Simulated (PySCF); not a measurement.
**SnH2O2: excited-state calculation**

The run: excited-state calculation of SnH2O2. Method and program: EOM-CCSD/ANO-R1, RHF (PySCF 2.14.0).

The geometry comes from this level: PBE0-D4/def2-TZVP.

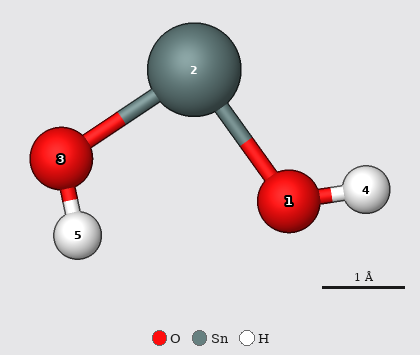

The input geometry (ball-and-stick view, seen on its broad side; atoms are numbered from 1 in the order of the input). Sticks mark near contacts.

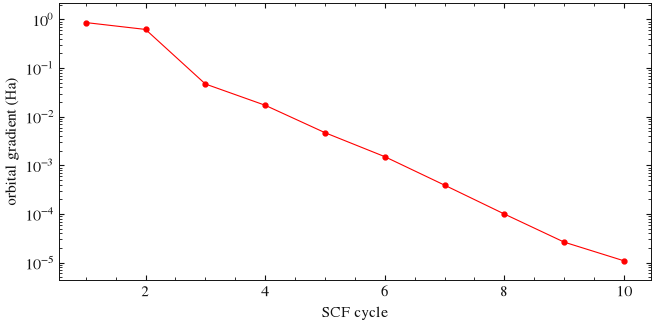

Convergence of the self-consistent field: orbital gradient against the SCF cycle. The residual falls at every step.

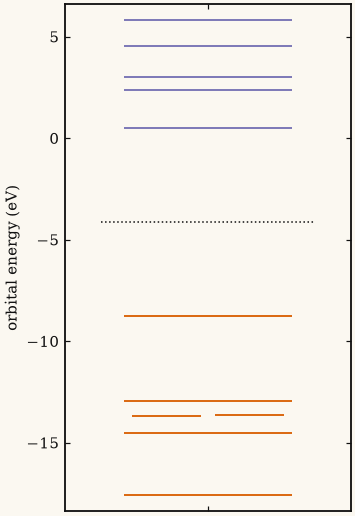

Orbital energies near the frontier (SCF reference); the dotted line parts filled from empty levels, and levels within 0.02 eV of each other stand side by side. Highest filled −8.78 eV, lowest empty 0.48 eV, 9.26 eV apart.

These pictures come from the run below.

Input (input.py):
```python
# [OH][Sn][OH]
import numpy
from pyscf import gto, cc

system = gto.M(
    atom='''
O     -0.984300     0.177800    -0.613800
Sn    -0.153700    -0.943900     0.800900
O      1.561800     0.002900     0.636100
H     -1.901200    -0.005600    -0.831400
H      1.527200     0.695100    -0.033300
''',
    basis='ano-r1',
    symmetry=True,
    verbose=4,
    spin=0,
    max_memory=1860,
)

calc0 = system.RHF()
calc0.kernel()

mycc = cc.CCSD(calc0, frozen=20)
mycc.kernel()
e_tot = mycc.e_tot
print(f'total energy: {e_tot:.8f} hartree')

e, vec = mycc.eomee_ccsd_singlet(nroots=8)
roots = numpy.atleast_1d(e) * 27.211386
print('EOM-EE-CCSD roots (eV)')
for i, w in enumerate(roots, 1):
    print('%3d %10.4f' % (i, w))
```

Launch command:
```bash
OMP_NUM_THREADS=1 python input.py
```

The program's output:
```
PySCF version 2.14.0

[INPUT] num. atoms = 5
[INPUT] num. electrons = 68
[INPUT] charge = 0
[INPUT] spin (= nelec alpha-beta = 2S) = 0
[INPUT] symmetry True subgroup None
[INPUT] Mole.unit = angstrom
[INPUT] Symbol           X                Y                Z      unit          X                Y                Z       unit  Magmom
[INPUT]  1 O     -0.984300000000   0.177800000000  -0.613800000000 AA   -1.860057424409   0.335993304948  -1.159913895258 Bohr   0.0
[INPUT]  2 Sn    -0.153700000000  -0.943900000000   0.800900000000 AA   -0.290450905346  -1.783712488977   1.513481653164 Bohr   0.0
[INPUT]  3 O      1.561800000000   0.002900000000   0.636100000000 AA    2.951374261346   0.005480205761   1.202054787836 Bohr   0.0
[INPUT]  4 H     -1.901200000000  -0.005600000000  -0.831400000000 AA   -3.592747308023  -0.010582466298  -1.571118299963 Bohr   0.0
[INPUT]  5 H      1.527200000000   0.695100000000  -0.033300000000 AA    2.885989737436   1.313548629185  -0.062927879948 Bohr   0.0

nuclear repulsion = 258.680794269866
point group symmetry = C1
symmetry origin: [0. 0. 0.]
symmetry axis x: [1. 0. 0.]
symmetry axis y: [0. 1. 0.]
symmetry axis z: [0. 0. 1.]
num. orbitals of irrep A = 81
number of shells = 14
number of NR pGTOs = 331
number of NR cGTOs = 81
basis = ano-r1
ecp = {}

******** <class 'pyscf.scf.hf.RHF'> ********
method = RHF
initial guess = minao
damping factor = 0
level_shift factor = 0
DIIS = <class 'pyscf.scf.diis.CDIIS'>
diis_start_cycle = 1
diis_space = 8
diis_damp = 0
SCF conv_tol = 1e-09
SCF conv_tol_grad = None
SCF max_cycles = 50
direct_scf = True
direct_scf_tol = 1e-13
Set gradient conv threshold to 3.16228e-05
Initial guess from minao.
init E= -6028.02744335976
  HOMO = -0.235623527028832  LUMO = -0.0265818636537505  gap/eV = 5.68831
cycle= 1 E= -6028.27792110965  delta_E= -0.25  |g|= 0.863  |ddm|= 2.81
  HOMO = -0.321631580595739  LUMO = 0.00980998251516008  gap/eV = 9.01898
cycle= 2 E= -6028.3617112618  delta_E= -0.0838  |g|= 0.623  |ddm|= 1.09
  HOMO = -0.32387039544649  LUMO = 0.0137558909238535  gap/eV = 9.18728
cycle= 3 E= -6028.4336829592  delta_E= -0.072  |g|= 0.0471  |ddm|= 0.448
  HOMO = -0.323541798029085  LUMO = 0.0176262590483596  gap/eV = 9.28366
cycle= 4 E= -6028.43503055892  delta_E= -0.00135  |g|= 0.0172  |ddm|= 0.11
  HOMO = -0.323241067560613  LUMO = 0.0175286545037068  gap/eV = 9.27282
cycle= 5 E= -6028.43518606975  delta_E= -0.000156  |g|= 0.0047  |ddm|= 0.0365
  HOMO = -0.322759026612077  LUMO = 0.0177790007926575  gap/eV = 9.26651
cycle= 6 E= -6028.43520246087  delta_E= -1.64e-05  |g|= 0.00151  |ddm|= 0.0134
  HOMO = -0.322643687602954  LUMO = 0.017778774347935  gap/eV = 9.26337
cycle= 7 E= -6028.43520443581  delta_E= -1.97e-06  |g|= 0.000392  |ddm|= 0.00492
  HOMO = -0.322603446788226  LUMO = 0.0178046633583091  gap/eV = 9.26298
cycle= 8 E= -6028.43520460168  delta_E= -1.66e-07  |g|= 9.99e-05  |ddm|= 0.00132
  HOMO = -0.322596693875483  LUMO = 0.0177967667962164  gap/eV = 9.26258
cycle= 9 E= -6028.43520460992  delta_E= -8.24e-09  |g|= 2.64e-05  |ddm|= 0.000298
  HOMO = -0.322595951959116  LUMO = 0.0177964763228271  gap/eV = 9.26255
cycle= 10 E= -6028.43520461012  delta_E= -1.92e-10  |g|= 1.09e-05  |ddm|= 4.22e-05
  HOMO = -0.322596576248636  LUMO = 0.0177957755523317  gap/eV = 9.26255
Extra cycle  E= -6028.43520461023  delta_E= -1.16e-10  |g|= 6.51e-06  |ddm|= 1.6e-05
converged SCF energy = -6028.43520461023

******** <class 'pyscf.cc.ccsd.CCSD'> ********
CC2 = 0
CCSD nocc = 14, nmo = 61
frozen orbitals 20
max_cycle = 50
direct = 0
conv_tol = 1e-07
conv_tol_normt = 1e-05
diis_space = 6
diis_start_cycle = 0
diis_start_energy_diff = 1e+09
Init t2, MP2 energy = -6029.2224867904  E_corr(MP2) -0.787282180173096
Init E_corr(CCSD) = -0.787282180185283
cycle = 1  E_corr(CCSD) = -0.750190760603478  dE = 0.0370914196  norm(t1,t2) = 0.0849625
cycle = 2  E_corr(CCSD) = -0.769787175356008  dE = -0.0195964148  norm(t1,t2) = 0.0316123
cycle = 3  E_corr(CCSD) = -0.768835650013748  dE = 0.000951525342  norm(t1,t2) = 0.0226464
cycle = 4  E_corr(CCSD) = -0.771140460896924  dE = -0.00230481088  norm(t1,t2) = 0.00865983
cycle = 5  E_corr(CCSD) = -0.771491753407557  dE = -0.000351292511  norm(t1,t2) = 0.00229866
cycle = 6  E_corr(CCSD) = -0.771313048193044  dE = 0.000178705215  norm(t1,t2) = 0.00121152
cycle = 7  E_corr(CCSD) = -0.771266938427142  dE = 4.61097659e-05  norm(t1,t2) = 0.000287806
cycle = 8  E_corr(CCSD) = -0.771291905547285  dE = -2.49671201e-05  norm(t1,t2) = 0.000111472
cycle = 9  E_corr(CCSD) = -0.771296373658877  dE = -4.46811159e-06  norm(t1,t2) = 4.67365e-05
cycle = 10  E_corr(CCSD) = -0.771294689737898  dE = 1.68392098e-06  norm(t1,t2) = 1.72394e-05
cycle = 11  E_corr(CCSD) = -0.771294975757262  dE = -2.86019364e-07  norm(t1,t2) = 6.48765e-06
cycle = 12  E_corr(CCSD) = -0.771294655968888  dE = 3.19788374e-07  norm(t1,t2) = 3.09596e-06
cycle = 13  E_corr(CCSD) = -0.771294655581946  dE = 3.86941812e-10  norm(t1,t2) = 1.07996e-06
CCSD converged
E(CCSD) = -6029.206499265813  E_corr = -0.7712946555819458
total energy: -6029.20649927 hartree

******** <class 'pyscf.cc.eom_rccsd.EOMEESinglet'> ********
max_space = 20
max_cycle = 50
conv_tol = 1e-07
partition = None
EOM-CCSD root 0 E = 0.1379541235991171  qpwt = 0.961651  conv = True
EOM-CCSD root 1 E = 0.2094633647154775  qpwt = 0.927197  conv = True
EOM-CCSD root 2 E = 0.2292214402518525  qpwt = 0.931049  conv = True
EOM-CCSD root 3 E = 0.2361283844218839  qpwt = 0.906694  conv = True
EOM-CCSD root 4 E = 0.2513503132890961  qpwt = 0.93488  conv = True
EOM-CCSD root 5 E = 0.2599800769847834  qpwt = 0.92281  conv = True
EOM-CCSD root 6 E = 0.2681413017113115  qpwt = 0.924094  conv = True
EOM-CCSD root 7 E = 0.2782311752869154  qpwt = 0.932146  conv = True
EOM-EE-CCSD roots (eV)
  1     3.7539
  2     5.6998
  3     6.2374
  4     6.4254
  5     6.8396
  6     7.0744
  7     7.2965
  8     7.5711
```

Results in brief:

| quantity | value |
| --- | --- |
| outcome | converged |
| total energy | −6029.206499 hartree |
| SCF energy | −6028.435205 hartree |
| correlation energy | −0.771295 hartree |
| basis functions | 81 |
| T1 diagnostic | 0.019 |
| HOMO of the SCF reference | −8.78 eV |
| LUMO of the SCF reference | 0.48 eV |
| hardware | 1 thread of Arm Neoverse V1, 24 GiB of memory available, shared host |
| wall time | 2 min |
| peak memory | 0.49 GiB |

The record of the run, not the program, notes: no relativistic term for heavy atoms.
